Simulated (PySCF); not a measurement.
Potential energy surface of F2Ge, singlet: map of symmetric stretch and bend. Scanned: Ge-F bond length and F-Ge-F angle.

Cartesian coordinates as functions of the variables (Å; names that start with a are angles):
```
Ge  0  0  0
F  r*sin(a/2)  0  r*cos(a/2)
F  -r*sin(a/2)  0  r*cos(a/2)
```

Level of theory: PBE0/cc-pVDZ in PySCF.

Energy in kcal/mol above the lowest grid point; x is the Ge-F bond length (Å), y the F-Ge-F angle (°).

```csv
y \ x,1.48,1.57,1.65,1.74,1.83,1.91,2,2.09,2.18,2.26,2.35
180,160.5,97.5,64.9,46.3,40.5,42.8,50.8,62.6,76.7,90.3,106.0
171.36,158.0,95.4,63.2,44.9,39.4,41.8,50.0,62.0,76.1,89.8,105.6
162.73,151.1,89.7,58.4,40.9,36.1,39.0,47.7,60.0,74.5,88.3,104.3
154.09,140.9,81.2,51.2,35.0,31.2,34.9,44.3,57.1,72.0,86.2,102.4
145.45,129.2,71.3,42.8,28.0,25.5,30.0,40.2,53.7,69.2,83.7,100.2
136.82,117.4,61.1,34.0,20.7,19.4,24.9,35.9,50.2,66.2,81.1,98.0
128.18,106.5,51.5,25.7,13.7,13.5,19.9,31.8,46.8,63.3,78.7,96.0
119.55,97.4,43.4,18.5,7.6,8.4,15.6,28.3,43.8,60.9,76.6,94.3
110.91,90.8,37.3,13.1,2.9,4.6,12.4,25.6,41.7,59.2,75.3,93.2
102.27,87.4,34.0,10.0,0.2,2.3,10.5,24.2,40.7,58.5,74.8,93.0
93.64,88.7,34.3,9.9,0.0,2.2,10.6,24.5,41.1,59.1,75.5,93.8
85,97.1,40.2,14.4,3.5,5.1,13.2,26.9,43.5,61.5,77.8,96.0
```

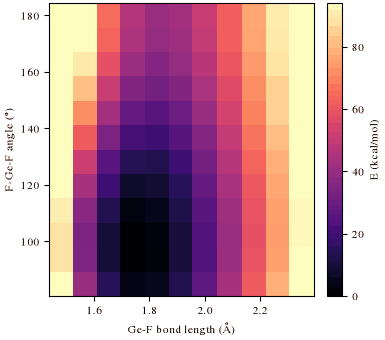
Fig. 1. Energy surface, cut off at 94 kcal/mol.

Points that lie below all their neighbours on the grid: x = 1.74, y = 93.64 (0.0 kcal/mol).
